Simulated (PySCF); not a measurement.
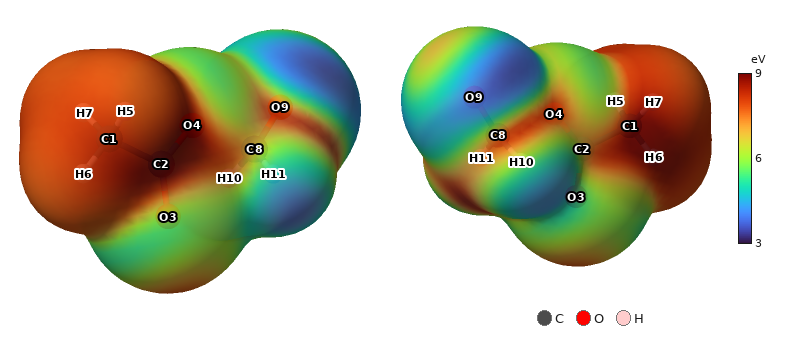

C3H5O3, charge −1, SMILES `CC(=O)[O-].C=O`. Average local ionisation energy on the surface of electron density 0.001 a.u. (back view left, front view right).

PySCF calculation, PBE0/def2-SVPD, gas phase; geometry: GFN2-xTB. The pair's geometry is semi-empirical, so its contact may be too short or too long.

**Where are the most loosely bound electrons on this surface?**

The lowest value is 3.6 eV, 1.9 Å from O9, and at like points elsewhere. Further minima include 4.1 eV, 1.5 Å from H10, and at like points elsewhere; 5.3 eV, 1.9 Å from O3. For comparison, the highest occupied orbital lies at −1.4 eV.

**What volume does the surface enclose?**

About 120 Å³.

Run time: 38 s on 1 thread of AMD EPYC (Zen 3), with other jobs on the host, peak memory 0.65 GiB.
